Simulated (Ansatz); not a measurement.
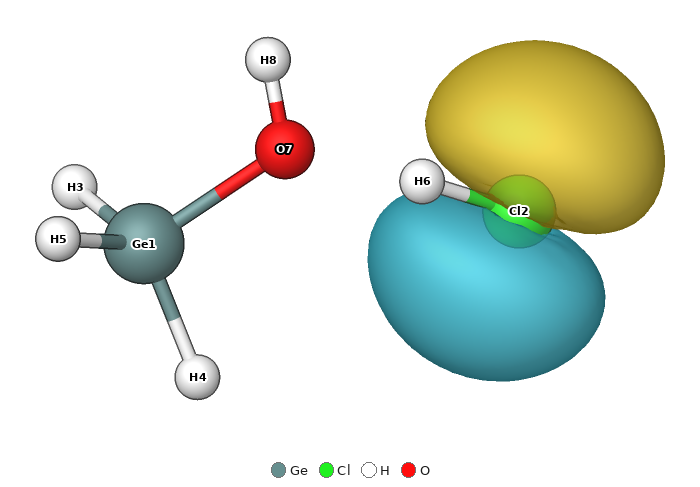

Figure 1: GeH₄O···HCl. The HOMO−1 at ±0.1 Å⁻³ᐟ² (yellow and cyan are the two phases), seen at a tilt.

The product side of a reaction path; geometry: PBE0-D4/def2-TZVP.

Computed with Ansatz 0.2.0, RKS PBE0-D4/def2-TZVPP.

| atom | x (Å) | y (Å) | z (Å) |
| --- | --- | --- | --- |
| Ge | -1.1368 | -0.1723 | -0.0163 |
| Cl | 2.9715 | -0.8507 | 0.1018 |
| H | -1.3679 | -0.3937 | -1.5189 |
| H | -0.8659 | -1.4739 | 0.7352 |
| H | -2.2871 | 0.6377 | 0.6008 |
| H | 1.8940 | -0.1068 | 0.1697 |
| O | 0.3866 | 0.7644 | 0.2042 |
| H | 0.4054 | 1.5951 | -0.2765 |

Q: Where does this orbital lie, and at what energy?

A: Its weight (Hirshfeld) is mainly on Cl2 (about 95 %); largely a lone pair of Cl2. Its energy is −8.50 eV.
